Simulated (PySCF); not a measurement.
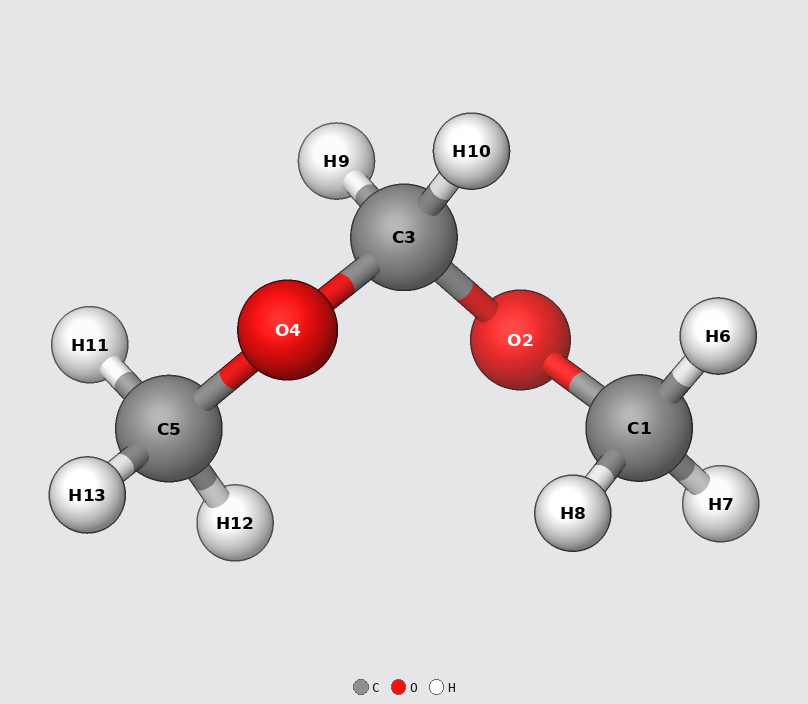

Geometry: an end point of a reaction path computed with GFN2-xTB. Electric field gradients from the ground-state density, B3LYP/pcJ-1 (PySCF 2.14.0), non-relativistic apart from any core potentials.

Give the largest field-gradient component, the quadrupole coupling constant and the asymmetry for 17O at O2 (Q = −25.6 mb), 2H at H6 (Q = 2.86 mb), 2H at H7 (Q = 2.86 mb), 2H at H8 (Q = 2.86 mb), 2H at H9 (Q = 2.86 mb).

```csv
atom,V_zz (a.u.),e²qQ/h (MHz),η
O2,1.931,−11.61,0.89
H6,0.283,0.190,0.09
H7,0.297,0.200,0.07
H8,0.283,0.190,0.08
H9,0.267,0.179,0.04
```
